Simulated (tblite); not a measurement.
Geometry relaxation of CH7Ge2

- system: CH7Ge2, multiplicity 2, SMILES [CH3][GeH][GeH3]
- method: GFN2-xTB geometry optimisation, gas phase (tblite 0.8.0)

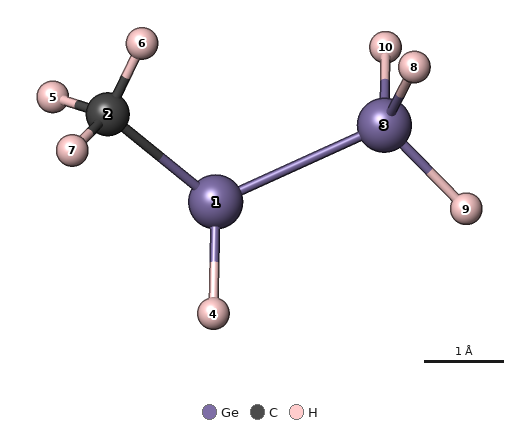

Figure 1. The input geometry (ball-and-stick view, seen at a tilt; atoms are numbered from 1 in the order of the input). Sticks mark near contacts. Bond lengths as drawn: C–Ge 1.94 Å, C–H 1.03 to 1.06 Å, Ge–Ge 2.37 Å and Ge–H 1.48 to 1.54 Å.

### Input
```
{"job": {"kind": "relax", "xc": "GFN2-xTB", "basis": "xTB"}, "charge": 0, "multiplicity": 2}
Ge     0.734879    -1.366835    -1.427073
C      1.987682    -1.861773    -0.036295
Ge    -1.059873     0.036012    -0.771679
H      1.342967    -1.069747    -2.747769
H      1.902519    -2.868273     0.149369
H      1.742923    -1.338565     0.846775
H      2.955843    -1.634054    -0.300590
H     -0.578987     1.153384     0.111813
H     -1.719964     0.651874    -1.983262
H     -2.111237    -0.780698     0.006116
```

The first line tells a small driver script what to run in tblite; the rest is the geometry in Å.

Launch command:
```bash
OMP_NUM_THREADS=1 python <driver script> task.json out
```

### Output
```
step      E/eV     max force
  0    -258.22197    2.332
  1    -258.42990    1.962
  2    -258.57420    1.434
  3    -258.65838    1.019
  4    -258.71045    0.776
  5    -258.75359    0.599
  6    -258.78044    0.475
  7    -258.80049    0.531
  8    -258.81480    0.376
  9    -258.82392    0.319
 10    -258.83473    0.456
 11    -258.84428    0.353
 12    -258.85133    0.224
 13    -258.85590    0.154
 14    -258.85859    0.199
 15    -258.86070    0.165
 16    -258.86262    0.119
 17    -258.86434    0.149
 18    -258.86601    0.131
 19    -258.86735    0.112
 20    -258.86826    0.090
 21    -258.86899    0.093
 22    -258.86993    0.113
 23    -258.87124    0.156
 24    -258.87269    0.134
 25    -258.87373    0.084
 26    -258.87428    0.059
 27    -258.87462    0.052
 28    -258.87495    0.057
 29    -258.87532    0.070
 30    -258.87573    0.078
 31    -258.87617    0.068
 32    -258.87656    0.069
 33    -258.87688    0.052
 34    -258.87712    0.043
 35    -258.87735    0.048
 36    -258.87752    0.034
 37    -258.87761    0.026
 38    -258.87767    0.019
 39    -258.87772    0.027
 40    -258.87780    0.036
 41    -258.87789    0.030
 42    -258.87794    0.014
 43    -258.87796    0.012
 44    -258.87797    0.015
 45    -258.87801    0.020
 46    -258.87808    0.032
 47    -258.87820    0.040
 48    -258.87835    0.040
 49    -258.87852    0.041
 50    -258.87867    0.036
 51    -258.87882    0.033
 52    -258.87897    0.036
 53    -258.87909    0.036
 54    -258.87918    0.034
 55    -258.87927    0.034
 56    -258.87944    0.056
 57    -258.87983    0.097
 58    -258.88053    0.137
 59    -258.88152    0.135
 60    -258.88285    0.097
 61    -258.88353    0.092
 62    -258.88197    0.268
 63    -258.88486    0.091
 64    -258.88545    0.090
 65    -258.88407    0.348
 66    -258.88728    0.058
 67    -258.88834    0.052
 68    -258.88719    0.360
 69    -258.89042    0.038
 70    -258.89140    0.047
 71    -258.88853    0.384
 72    -258.89284    0.037
 73    -258.89348    0.040
 74    -258.89347    0.198
 75    -258.89452    0.045
 76    -258.89484    0.049
 77    -258.89552    0.096
 78    -258.89605    0.064
 79    -258.89733    0.068
 80    -258.89927    0.098
 81    -258.90168    0.134
 82    -258.90248    0.378
 83    -258.90309    0.270
 84    -258.90600    0.140
 85    -258.90693    0.116
 86    -258.90782    0.176
 87    -258.90894    0.063
 88    -258.90934    0.043
 89    -258.90977    0.044
 90    -258.90998    0.047
 91    -258.91073    0.087
 92    -258.91126    0.081
 93    -258.91157    0.047
 94    -258.91169    0.043
 95    -258.91180    0.038
 96    -258.91189    0.030
 97    -258.91199    0.037
 98    -258.91208    0.033
 99    -258.91218    0.026
100    -258.91226    0.024
101    -258.91234    0.028
102    -258.91242    0.038
103    -258.91253    0.043
104    -258.91267    0.045
105    -258.91281    0.036
106    -258.91292    0.026
107    -258.91300    0.024
108    -258.91308    0.024
109    -258.91317    0.025
110    -258.91329    0.037
111    -258.91340    0.038
112    -258.91348    0.024
113    -258.91352    0.009
114    -258.91354    0.009
115    -258.91355    0.013
116    -258.91356    0.012
117    -258.91357    0.007
```

### Trajectory as extended XYZ (Å, eV, eV/Å), 21 of the 31 frames kept, from step=0 to step=117
```
10
Properties=species:S:1:pos:R:3:forces:R:3 step=0 energy=-258.22197
Ge    0.7349   -1.3668   -1.4271   -1.7850  -1.2410  -0.4950
C     1.9877   -1.8618   -0.0363   -0.7340   1.3290  -0.1410
Ge   -1.0599    0.0360   -0.7717    0.1400   0.0010  -0.0660
H     1.3430   -1.0697   -2.7478    0.6230   0.6090  -0.4640
H     1.9025   -2.8683    0.1494   -0.1000  -2.2870   0.4440
H     1.7429   -1.3386    0.8468   -0.2630   0.5930   1.0620
H     2.9558   -1.6341   -0.3006    2.1710   0.4260  -0.5140
H    -0.5790    1.1534    0.1118   -0.3020   0.1990   0.1820
H    -1.7200    0.6519   -1.9833   -0.0830  -0.0350   0.2660
H    -2.1112   -0.7807    0.0061    0.3340   0.4060  -0.2750
10
Properties=species:S:1:pos:R:3:forces:R:3 step=8 energy=-258.81480
Ge    0.6272   -1.6429   -1.5215   -0.1000   0.1780  -0.0510
C     1.9829   -1.8609   -0.0434    0.0040  -0.0970   0.0040
Ge   -1.0120    0.0474   -0.7885    0.0130  -0.1350  -0.0540
H     1.4078   -0.9602   -2.7328    0.0490   0.0180   0.1590
H     1.9604   -2.9117    0.2088    0.1190  -0.3040   0.1880
H     1.7370   -1.3134    0.8598   -0.2220   0.1490  -0.0270
H     2.9976   -1.6149   -0.3168    0.1770   0.0950  -0.2280
H    -0.6462    1.1963    0.1426   -0.0200  -0.0570  -0.0840
H    -1.7681    0.6760   -1.9378    0.0010   0.0390   0.0910
H    -2.0899   -0.6943   -0.0229   -0.0200   0.1130   0.0020
10
Properties=species:S:1:pos:R:3:forces:R:3 step=12 energy=-258.85133
Ge    0.6289   -1.6611   -1.5368   -0.0490  -0.0580   0.1300
C     1.9876   -1.8966   -0.0467    0.0870  -0.0480   0.0390
Ge   -0.9984    0.0249   -0.8039   -0.1640   0.1340   0.0730
H     1.4251   -0.9345   -2.6805    0.1150   0.0810  -0.0070
H     2.0113   -2.9451    0.2630    0.0640   0.1920  -0.0090
H     1.6959   -1.2958    0.8177   -0.0100  -0.0830  -0.1470
H     2.9906   -1.6014   -0.3588   -0.1590  -0.0710   0.0080
H    -0.6616    1.1897    0.1265    0.0940  -0.0990  -0.0890
H    -1.7817    0.6946   -1.9113    0.0470  -0.0170  -0.0150
H    -2.1008   -0.6536   -0.0218   -0.0260  -0.0320   0.0180
10
Properties=species:S:1:pos:R:3:forces:R:3 step=16 energy=-258.86262
Ge    0.6238   -1.6718   -1.5264   -0.0480   0.0110  -0.0980
C     1.9888   -1.9109   -0.0517   -0.0400   0.0310  -0.0250
Ge   -1.0163    0.0277   -0.8012   -0.0040  -0.0870  -0.0170
H     1.4475   -0.9144   -2.6560    0.0050   0.0010   0.0870
H     2.0413   -2.9416    0.2862   -0.0020  -0.0350   0.0020
H     1.6779   -1.2967    0.7877    0.0130   0.0360   0.0730
H     2.9758   -1.6037   -0.3775    0.0520   0.0200  -0.0280
H    -0.6475    1.1768    0.1103    0.1060   0.0400   0.0340
H    -1.7811    0.7010   -1.9083   -0.0100   0.0130  -0.0710
H    -2.1133   -0.6451   -0.0158   -0.0710  -0.0300   0.0420
10
Properties=species:S:1:pos:R:3:forces:R:3 step=24 energy=-258.87269
Ge    0.6144   -1.6905   -1.5416   -0.0210   0.0140   0.0940
C     1.9800   -1.9092   -0.0555   -0.0890   0.0610  -0.0790
Ge   -1.0391    0.0006   -0.8024    0.0090  -0.0790  -0.0250
H     1.4687   -0.8793   -2.5878    0.0030   0.0540  -0.0550
H     2.0475   -2.9356    0.2895    0.0120  -0.0400   0.0300
H     1.6825   -1.2843    0.7818   -0.0190   0.0030   0.0440
H     2.9551   -1.5913   -0.4063    0.0700  -0.0200  -0.0030
H    -0.5790    1.1424    0.0866    0.0220  -0.0250   0.0000
H    -1.7766    0.6980   -1.9202   -0.0020  -0.0060   0.0010
H    -2.1567   -0.6295    0.0033    0.0150   0.0380  -0.0080
10
Properties=species:S:1:pos:R:3:forces:R:3 step=32 energy=-258.87656
Ge    0.6160   -1.6911   -1.5440    0.0210  -0.0200   0.0200
C     1.9743   -1.9005   -0.0542   -0.0170  -0.0020  -0.0240
Ge   -1.0448   -0.0279   -0.8115   -0.0330   0.0020   0.0170
H     1.4537   -0.8382   -2.5768   -0.0130   0.0180  -0.0190
H     2.0440   -2.9261    0.2944   -0.0260  -0.0610   0.0190
H     1.6821   -1.2794    0.7891    0.0020   0.0280  -0.0200
H     2.9539   -1.5979   -0.4086    0.0350   0.0350   0.0190
H    -0.5345    1.0967    0.0686    0.0200   0.0070   0.0010
H    -1.7725    0.6873   -1.9224    0.0050   0.0060  -0.0120
H    -2.1754   -0.6016    0.0128    0.0060  -0.0120   0.0000
10
Properties=species:S:1:pos:R:3:forces:R:3 step=36 energy=-258.87752
Ge    0.6208   -1.6929   -1.5459   -0.0180   0.0030  -0.0010
C     1.9758   -1.9012   -0.0535    0.0230  -0.0080   0.0090
Ge   -1.0506   -0.0338   -0.8119    0.0290  -0.0140  -0.0080
H     1.4409   -0.8222   -2.5821    0.0000   0.0000   0.0090
H     2.0377   -2.9287    0.2994   -0.0120   0.0300  -0.0110
H     1.6814   -1.2744    0.7858   -0.0060   0.0020  -0.0280
H     2.9596   -1.5974   -0.4000   -0.0060  -0.0110   0.0180
H    -0.5179    1.0841    0.0647   -0.0030   0.0060  -0.0060
H    -1.7705    0.6853   -1.9265    0.0050   0.0050   0.0100
H    -2.1805   -0.5975    0.0173   -0.0130  -0.0120   0.0080
10
Properties=species:S:1:pos:R:3:forces:R:3 step=40 energy=-258.87780
Ge    0.6207   -1.6945   -1.5470    0.0120  -0.0050  -0.0060
C     1.9776   -1.9018   -0.0544   -0.0240   0.0190  -0.0200
Ge   -1.0486   -0.0378   -0.8122   -0.0190   0.0010   0.0170
H     1.4376   -0.8175   -2.5804    0.0000  -0.0020   0.0050
H     2.0351   -2.9269    0.3011   -0.0050  -0.0140   0.0090
H     1.6785   -1.2713    0.7793   -0.0100   0.0140   0.0070
H     2.9622   -1.5992   -0.3956    0.0210  -0.0070  -0.0070
H    -0.5147    1.0821    0.0620    0.0000  -0.0010  -0.0020
H    -1.7687    0.6859   -1.9244    0.0080  -0.0040   0.0070
H    -2.1829   -0.5976    0.0189    0.0170  -0.0010  -0.0100
10
Properties=species:S:1:pos:R:3:forces:R:3 step=48 energy=-258.87835
Ge    0.6272   -1.6950   -1.5567   -0.0230   0.0160  -0.0170
C     1.9725   -1.8960   -0.0574    0.0060  -0.0200   0.0020
Ge   -1.0451   -0.0466   -0.8061    0.0190   0.0250  -0.0200
H     1.4397   -0.8067   -2.5835    0.0060  -0.0030   0.0070
H     2.0121   -2.9181    0.3129    0.0000   0.0230   0.0080
H     1.6701   -1.2498    0.7645    0.0340  -0.0040  -0.0210
H     2.9655   -1.6144   -0.3965   -0.0220  -0.0020   0.0260
H    -0.5075    1.0749    0.0662   -0.0070  -0.0210  -0.0070
H    -1.7611    0.6801   -1.9193   -0.0020  -0.0060   0.0140
H    -2.1767   -0.6070    0.0233   -0.0100  -0.0080   0.0090
10
Properties=species:S:1:pos:R:3:forces:R:3 step=56 energy=-258.87944
Ge    0.6332   -1.6879   -1.5810    0.0130  -0.0090   0.0110
C     1.9582   -1.8902   -0.0650    0.0350  -0.0050   0.0300
Ge   -1.0384   -0.0606   -0.8022    0.0240   0.0350  -0.0370
H     1.4555   -0.7843   -2.5858   -0.0010   0.0020   0.0090
H     1.9624   -2.8967    0.3483   -0.0100   0.0260  -0.0160
H     1.6739   -1.2017    0.7285    0.0020  -0.0030  -0.0080
H     2.9640   -1.6501   -0.3970   -0.0040  -0.0270  -0.0080
H    -0.4941    1.0498    0.0782   -0.0040  -0.0080  -0.0120
H    -1.7579    0.6707   -1.9080   -0.0180   0.0120   0.0140
H    -2.1600   -0.6277    0.0314   -0.0380  -0.0230   0.0170
10
Properties=species:S:1:pos:R:3:forces:R:3 step=60 energy=-258.88285
Ge    0.6543   -1.6756   -1.6071    0.0050   0.0020  -0.0160
C     1.9509   -1.8783   -0.0697    0.0450  -0.0340   0.0480
Ge   -1.0420   -0.0708   -0.8233    0.0380   0.0480  -0.0090
H     1.4981   -0.7546   -2.5733    0.0000   0.0230  -0.0200
H     1.8601   -2.8517    0.4120   -0.0010   0.0970  -0.0060
H     1.7155   -1.1064    0.6635    0.0510  -0.0660  -0.0330
H     2.9792   -1.7546   -0.4039   -0.0800  -0.0180   0.0230
H    -0.4827    1.0011    0.0994   -0.0190   0.0050  -0.0640
H    -1.8116    0.6917   -1.8796    0.0360  -0.0140   0.0590
H    -2.1250   -0.6793    0.0294   -0.0770  -0.0430   0.0170
10
Properties=species:S:1:pos:R:3:forces:R:3 step=64 energy=-258.88545
Ge    0.6642   -1.6718   -1.6238    0.0080   0.0090  -0.0100
C     1.9448   -1.8723   -0.0738    0.0130  -0.0170   0.0090
Ge   -1.0397   -0.0811   -0.8265   -0.0340  -0.0700   0.0470
H     1.5105   -0.7307   -2.5681    0.0020   0.0220  -0.0240
H     1.8129   -2.8212    0.4403   -0.0080   0.0190   0.0230
H     1.7317   -1.0681    0.6282    0.0400  -0.0180   0.0050
H     2.9787   -1.7983   -0.3995   -0.0270  -0.0110  -0.0050
H    -0.4677    0.9748    0.0988   -0.0050   0.0500  -0.0240
H    -1.8185    0.6919   -1.8624    0.0100   0.0130   0.0190
H    -2.1201   -0.7019    0.0342    0.0010   0.0030  -0.0390
10
Properties=species:S:1:pos:R:3:forces:R:3 step=72 energy=-258.89284
Ge    0.6982   -1.6459   -1.6669   -0.0050   0.0010   0.0080
C     1.9285   -1.8564   -0.0801    0.0130   0.0000   0.0030
Ge   -1.0393   -0.1102   -0.8316   -0.0030   0.0090   0.0020
H     1.5630   -0.6813   -2.5747   -0.0050   0.0220   0.0070
H     1.6643   -2.7202    0.5254    0.0080   0.0000  -0.0090
H     1.8209   -0.9648    0.5349    0.0280   0.0090  -0.0070
H     2.9660   -1.9488   -0.3883   -0.0130  -0.0340   0.0040
H    -0.4598    0.9306    0.1086   -0.0200   0.0130   0.0030
H    -1.8589    0.7050   -1.8035    0.0140  -0.0250  -0.0070
H    -2.0860   -0.7866    0.0237   -0.0160   0.0050  -0.0020
10
Properties=species:S:1:pos:R:3:forces:R:3 step=80 energy=-258.89927
Ge    0.7381   -1.5939   -1.6973    0.0040  -0.0020   0.0100
C     1.9246   -1.8397   -0.0821    0.0630  -0.0290  -0.0190
Ge   -1.0491   -0.1287   -0.8365    0.0150  -0.0080   0.0120
H     1.6230   -0.6071   -2.5727   -0.0280   0.0020   0.0540
H     1.5025   -2.5648    0.6117   -0.0290   0.0700  -0.0050
H     2.0170   -0.8763    0.4212   -0.0030  -0.0900  -0.0380
H     2.9158   -2.1868   -0.3644   -0.0120   0.0380  -0.0050
H    -0.4947    0.9033    0.1252   -0.0260  -0.0010   0.0510
H    -1.9156    0.6996   -1.7495   -0.0030  -0.0130  -0.0770
H    -2.0648   -0.8843   -0.0081    0.0180   0.0310   0.0170
10
Properties=species:S:1:pos:R:3:forces:R:3 step=84 energy=-258.90600
Ge    0.7459   -1.5709   -1.6998   -0.0100  -0.0170   0.0040
C     1.9318   -1.8421   -0.0934   -0.0250  -0.0170  -0.0380
Ge   -1.0451   -0.1292   -0.8186    0.0000  -0.0110  -0.0110
H     1.6263   -0.5641   -2.5479   -0.0080   0.0140   0.0230
H     1.4587   -2.4977    0.6316   -0.0770   0.0290   0.0680
H     2.1002   -0.8662    0.3584    0.0150  -0.0360   0.0200
H     2.8868   -2.2813   -0.3546    0.1210   0.0120  -0.0690
H    -0.5359    0.9136    0.1582   -0.0360   0.0060   0.0040
H    -1.9064    0.6565   -1.7752    0.0180   0.0120  -0.0260
H    -2.0656   -0.8972   -0.0112    0.0020   0.0080   0.0250
10
Properties=species:S:1:pos:R:3:forces:R:3 step=88 energy=-258.90934
Ge    0.7491   -1.5604   -1.6996   -0.0050  -0.0010   0.0030
C     1.9400   -1.8503   -0.1021    0.0020  -0.0040   0.0140
Ge   -1.0449   -0.1272   -0.8106   -0.0160  -0.0040  -0.0060
H     1.6277   -0.5374   -2.5265   -0.0010   0.0110  -0.0020
H     1.4329   -2.4507    0.6491   -0.0060  -0.0090   0.0170
H     2.1573   -0.8715    0.3213    0.0250  -0.0100   0.0060
H     2.8765   -2.3383   -0.3553    0.0080   0.0080  -0.0260
H    -0.5724    0.9251    0.1770   -0.0290   0.0020  -0.0320
H    -1.9022    0.6348   -1.7928    0.0330   0.0130   0.0080
H    -2.0673   -0.9027   -0.0130   -0.0090  -0.0050   0.0170
10
Properties=species:S:1:pos:R:3:forces:R:3 step=96 energy=-258.91189
Ge    0.7560   -1.5355   -1.6816   -0.0160   0.0100   0.0050
C     1.9627   -1.8621   -0.1025   -0.0100  -0.0230   0.0120
Ge   -1.0618   -0.1243   -0.8039   -0.0160   0.0010   0.0050
H     1.6231   -0.4939   -2.4970    0.0040   0.0040  -0.0030
H     1.4294   -2.4013    0.6767   -0.0040  -0.0100   0.0110
H     2.2786   -0.8988    0.2907    0.0050   0.0210   0.0020
H     2.8457   -2.4342   -0.3707    0.0250  -0.0020  -0.0170
H    -0.6497    0.9570    0.1754    0.0160   0.0130   0.0010
H    -1.8944    0.6175   -1.8205    0.0030  -0.0070  -0.0060
H    -2.0930   -0.9030   -0.0193   -0.0070  -0.0060  -0.0090
10
Properties=species:S:1:pos:R:3:forces:R:3 step=104 energy=-258.91267
Ge    0.7452   -1.5373   -1.6650    0.0080   0.0040  -0.0230
C     1.9693   -1.8706   -0.0997    0.0000  -0.0130  -0.0260
Ge   -1.0708   -0.1187   -0.8000   -0.0010  -0.0050  -0.0140
H     1.6120   -0.4921   -2.4804   -0.0110  -0.0120   0.0050
H     1.4550   -2.4249    0.6806   -0.0090  -0.0130   0.0210
H     2.2792   -0.9068    0.2953    0.0040   0.0350   0.0280
H     2.8564   -2.4260   -0.3893    0.0140  -0.0110  -0.0100
H    -0.6490    0.9717    0.1654   -0.0130   0.0040   0.0060
H    -1.8864    0.6143   -1.8374    0.0070  -0.0050   0.0110
H    -2.1142   -0.8884   -0.0222    0.0010   0.0160   0.0020
10
Properties=species:S:1:pos:R:3:forces:R:3 step=108 energy=-258.91308
Ge    0.7379   -1.5474   -1.6598   -0.0030  -0.0030   0.0070
C     1.9690   -1.8729   -0.0983   -0.0020   0.0080   0.0090
Ge   -1.0703   -0.1151   -0.8017    0.0080   0.0090   0.0010
H     1.6056   -0.5100   -2.4766    0.0030   0.0100  -0.0190
H     1.4770   -2.4585    0.6746    0.0000  -0.0070  -0.0060
H     2.2506   -0.9076    0.3178   -0.0060  -0.0010  -0.0030
H     2.8714   -2.3932   -0.4052    0.0190  -0.0140   0.0050
H    -0.6420    0.9788    0.1585   -0.0130  -0.0110   0.0010
H    -1.8822    0.6195   -1.8388    0.0000   0.0040  -0.0120
H    -2.1203   -0.8724   -0.0232   -0.0060   0.0050   0.0160
10
Properties=species:S:1:pos:R:3:forces:R:3 step=112 energy=-258.91348
Ge    0.7311   -1.5549   -1.6509    0.0170  -0.0030   0.0120
C     1.9754   -1.8780   -0.0960   -0.0110  -0.0020  -0.0210
Ge   -1.0713   -0.1116   -0.7999   -0.0070  -0.0010   0.0000
H     1.5883   -0.5154   -2.4789    0.0050  -0.0020  -0.0070
H     1.4988   -2.4898    0.6660   -0.0030   0.0010   0.0020
H     2.2310   -0.9123    0.3350    0.0020  -0.0020   0.0040
H     2.8901   -2.3715   -0.4124    0.0040   0.0030   0.0030
H    -0.6466    0.9870    0.1543    0.0030   0.0100   0.0040
H    -1.8685    0.6174   -1.8530    0.0000   0.0000   0.0010
H    -2.1317   -0.8496   -0.0168   -0.0100  -0.0040   0.0030
10
Properties=species:S:1:pos:R:3:forces:R:3 step=117 energy=-258.91357
Ge    0.7323   -1.5549   -1.6500   -0.0060  -0.0010   0.0000
C     1.9754   -1.8778   -0.0964    0.0050   0.0010   0.0050
Ge   -1.0714   -0.1106   -0.7984    0.0020   0.0010   0.0020
H     1.5886   -0.5202   -2.4847    0.0070   0.0020  -0.0020
H     1.4990   -2.4934    0.6630    0.0020   0.0020  -0.0040
H     2.2284   -0.9137    0.3404   -0.0030  -0.0020  -0.0030
H     2.8928   -2.3671   -0.4120   -0.0010  -0.0010   0.0010
H    -0.6478    0.9907    0.1549   -0.0020  -0.0020  -0.0010
H    -1.8674    0.6179   -1.8530   -0.0010  -0.0020   0.0010
H    -2.1330   -0.8496   -0.0165   -0.0030   0.0030   0.0000
```

### Key numbers

```tsv
quantity	value
outcome	converged
total energy	−258.9136 eV
hardware	1 CPU thread, shared host
wall time	0.91 s
peak memory	0.18 GiB
```
